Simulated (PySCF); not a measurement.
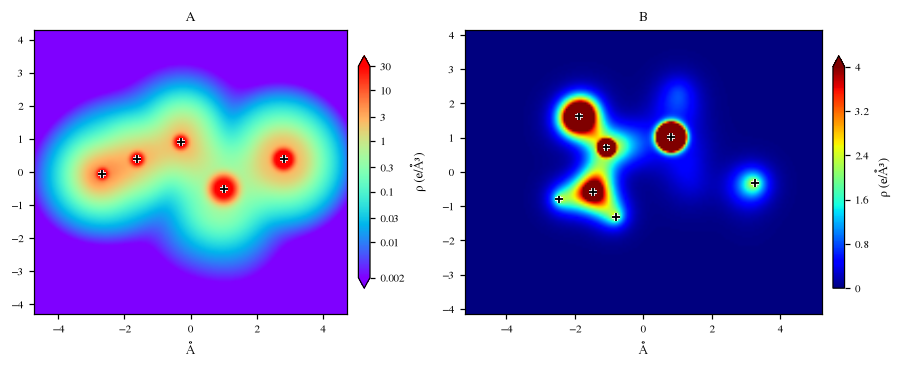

The total electron density of 2 systems, each on a plane through atoms (crosses mark nuclei in the plane).

Level of theory: PySCF, CAM-B3LYP/def2-SVPD, SCF density, gas phase.

System 1: C3H6ClNSi, the plane of atoms Cl3, Si2 and C4. Geometry: GFN2-xTB.

```yaml
atoms:
  - { symbol: C, position_ang: [-1.6748, 0.2722, 0.1860] }
  - { symbol: Si, position_ang: [-0.2464, -0.8015, -0.4455] }
  - { symbol: Cl, position_ang: [-0.4860, -1.1980, -2.4187] }
  - { symbol: C, position_ang: [1.3975, 0.1874, -0.2854] }
  - { symbol: C, position_ang: [1.6390, 0.5669, 1.0708] }
  - { symbol: N, position_ang: [1.8074, 0.8640, 2.1627] }
  - { symbol: H, position_ang: [-2.6249, -0.2505, 0.1205] }
  - { symbol: H, position_ang: [-1.5202, 0.5516, 1.2243] }
  - { symbol: H, position_ang: [-1.7685, 1.1899, -0.3911] }
  - { symbol: H, position_ang: [-0.1201, -2.0657, 0.2782] }
  - { symbol: H, position_ang: [2.2412, -0.4109, -0.6340] }
  - { symbol: H, position_ang: [1.3570, 1.0940, -0.8938] }
```

System 2: C3H10N2OSi (SMILES CN(C)[SiH2]C(N)=O), the plane of atoms Si4, C5 and O7. Geometry: GFN2-xTB.

```csv
atom,x (Å),y (Å),z (Å)
C,-1.6232,-0.0115,-1.4552
N,-0.6400,-0.0826,-0.4009
C,-0.9417,-1.1378,0.5420
Si,0.2248,1.3330,0.0742
C,1.7610,0.7025,1.0336
N,2.3461,-0.4229,0.5632
O,2.2138,1.2963,1.9941
H,-2.6202,0.2266,-1.0682
H,-1.6804,-0.9727,-1.9733
H,-1.3381,0.7577,-2.1667
H,-1.9139,-0.9859,1.0242
H,-0.9708,-2.1003,0.0221
H,-0.1775,-1.1758,1.3145
H,-0.4649,2.3162,0.9172
H,0.6549,1.9417,-1.1889
H,3.1836,-0.7768,1.0011
H,1.9794,-0.8958,-0.2429
```

Match each panel to its system.

Answer. Panel A is system 1, C3H6ClNSi: the plane holds Si, Cl, C and N. C–N (1.14 Å): the density is about 3.6 e/Å³ at the midpoint. Panel B is system 2, C3H10N2OSi: the plane holds Si, C, N, O and H. C–O (1.22 Å): ρ is about 3.3 e/Å³ halfway.
